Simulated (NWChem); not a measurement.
# Two attempts at AlF3 (SMILES [F][Al]([F])[F])

Wanted: a single-point energy of AlF3, CCSD/jorge-DZP.

Program for the calculation: NWChem 7.3.0.

1 further run of the same task is left out (set aside as unsound or not needed).

## 1. The system as given

AlF3 has 4 atoms, charge 0, and is taken as a singlet. As SMILES, `[F][Al]([F])[F]`. Geometry: a GFN2-xTB relaxation, a rough one for these elements and not checked as a minimum.

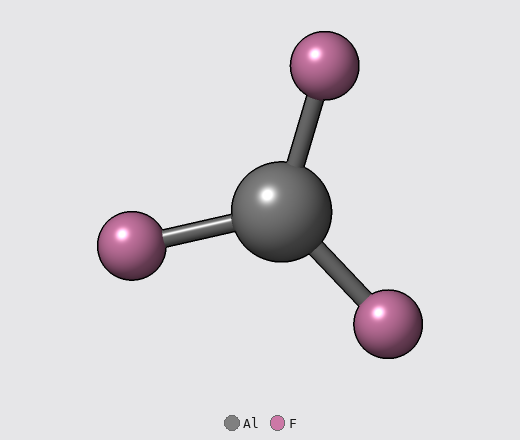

Viewed from a chosen angle; aluminium grey, fluorine pink.

## 2. First attempt

Input file alf3.nw:

```
start alf3
title "AlF3"
memory 2200 mb
geometry units angstrom noautosym nocenter noautoz
Al      -0.000200      -0.000290      -0.001260
F        1.630840      -0.027090       0.013490
F       -0.791540       1.425990      -0.016640
F       -0.839100      -1.398610       0.004400
end
basis spherical bse
Al library def2-DZVP
F library def2-DZVP
end
scf
maxiter 60
direct
print low
end
ccsd
freeze core 8
maxiter 50
end
task ccsd
```

The run is started by

```sh
$ nwchem alf3.nw > alf3.out
```

Log:

```text
Northwest Computational Chemistry Package (NWChem) 7.3.0
             --------------------------------------------------------

           Job information
           ---------------

    nwchem branch   = 7.3.0
    use scalapack   = T
    input           = alf3.nw
    prefix          = alf3.
    data base       = ./alf3.db
    status          = startup
    nproc           =        1

           Memory information
           ------------------

    heap     =     72089594 doubles =      550.0 Mbytes
    stack    =     72089599 doubles =      550.0 Mbytes
    global   =    144179200 doubles =     1100.0 Mbytes (distinct from heap & stack)
    total    =    288358393 doubles =     2200.0 Mbytes
    verify   = yes
    hardfail = no

           Directory information
           ---------------------

  0 permanent = .
  0 scratch   = .

                                NWChem Input Module
                                -------------------

                                       AlF3
                                       ----

 Scaling coordinates for geometry "geometry" by  1.889725989
 (inverse scale =  0.529177249)

                             Geometry "geometry" -> ""
                             -------------------------

 Output coordinates in angstroms (scale by  1.889725989 to convert to a.u.)

  No.       Tag          Charge          X              Y              Z
 ---- ---------------- ---------- -------------- -------------- --------------
    1 Al                  13.0000    -0.00020000    -0.00029000    -0.00126000
    2 F                    9.0000     1.63084000    -0.02709000     0.01349000
    3 F                    9.0000    -0.79154000     1.42599000    -0.01664000
    4 F                    9.0000    -0.83910000    -1.39861000     0.00440000

      Atomic Mass
      -----------

      Al                26.981540
      F                 18.998400

 Effective nuclear repulsion energy (a.u.)     159.3952668811

            Nuclear Dipole moment (a.u.)
            ----------------------------
        X                 Y               Z
 ---------------- ---------------- ----------------
    -0.0015117808    -0.0021920821    -0.0096942943

            XYZ format geometry
            -------------------
     4
 geometry
 Al                   -0.00020000    -0.00029000    -0.00126000
 F                     1.63084000    -0.02709000     0.01349000
 F                    -0.79154000     1.42599000    -0.01664000
 F                    -0.83910000    -1.39861000     0.00440000

 ==============================================================================
                                internuclear distances
 ------------------------------------------------------------------------------
       center one      |      center two      | atomic units |  angstroms
 ------------------------------------------------------------------------------
    2 F                |   1 Al               |     3.08276  |     1.63133
    3 F                |   1 Al               |     3.08247  |     1.63117
    4 F                |   1 Al               |     3.08152  |     1.63067
 ------------------------------------------------------------------------------
                         number of included internuclear distances:          3
 ==============================================================================

 ==============================================================================
                                 internuclear angles
 ------------------------------------------------------------------------------
        center 1       |       center 2       |       center 3       |  degrees
 ------------------------------------------------------------------------------
    2 F                |   1 Al               |   3 F                |   119.97
    2 F                |   1 Al               |   4 F                |   120.02
    3 F                |   1 Al               |   4 F                |   120.02
 ------------------------------------------------------------------------------
                            number of included internuclear angles:          3
 ==============================================================================

 Attempting to read a basis set from a  non-existing file:
 <dir>
 ------------------------------------------------------------------------
 bas_tag_lib: failed opening basis file                   0
 ------------------------------------------------------------------------
 input error at line   11: at end of line looking for character string
 Al library def2-DZVP
 ------------------------------------------------------------------------
  current input line :
    11: Al library def2-DZVP
 ------------------------------------------------------------------------
 ------------------------------------------------------------------------
 There is an error in the specified basis set
 ------------------------------------------------------------------------

0:bas_tag_lib: failed opening basis file:Received an Error in Communication
  Errorcode: -1
```

It took 0.56 s on 1 thread of Intel Xeon Platinum 8259CL at 2.50GHz (Skylake/Cascade Lake), shared host; peak memory 0.071 GiB.

## 3. What went wrong

The run ended with an error.

The telling line is `There is an error in the specified basis set`. What is wrong: the input names a basis that the program doesn't know. To mend it: basis set jorge-DZP in place of def2-DZVP.

## 4. Second attempt

Input file alf3.nw:

```
START alf3
memory stack 880 mb heap 220 mb global 1100 mb
GEOMETRY units angstroms noautosym nocenter noautoz
   Al      -0.000200      -0.000290      -0.001260
   F        1.630840      -0.027090       0.013490
   F       -0.791540       1.425990      -0.016640
   F       -0.839100      -1.398610       0.004400
END
BASIS "ao basis" spherical bse
   Al library jorge-DZP
   F library jorge-DZP
END
SCF
   maxiter 60
   direct
END
CCSD
   freeze core 8
   maxiter 50
END
TASK ccsd energy
```

The run is started by

```sh
$ nwchem alf3.nw > alf3.out
```

Log:

```text
[...]
  functions       =    69
[...]
  wavefunction    = RHF
[...]
         Total SCF energy =   -540.514163016137
      One-electron energy =  -1073.264171927395
      Two-electron energy =    373.354742030187
 Nuclear repulsion energy =    159.395266881071
        Time for solution =      4.1s
[...]
 Total MP2 energy:           -541.118247164066702
[...]
             energy      energy      error      ampl     ampl      Block
                                                time     time      time
[...]
 Total CCSD energy:           -541.119066504370494
[...]
```

It took 53 s on 1 thread of Intel Xeon Platinum 8259CL at 2.50GHz (Skylake/Cascade Lake), shared host; peak memory 0.16 GiB.

## 5. Results

At CCSD/jorge-DZP:

```
                                   quantity          value
                               total energy  -541.11907 Eh
        HOMO energy (Hartree–Fock orbitals)      -17.41 eV
        LUMO energy (Hartree–Fock orbitals)        1.41 eV
      HOMO–LUMO gap (Hartree–Fock orbitals)       18.82 eV
correlation energy (8 core orbitals frozen)     -604.9 mEh
```
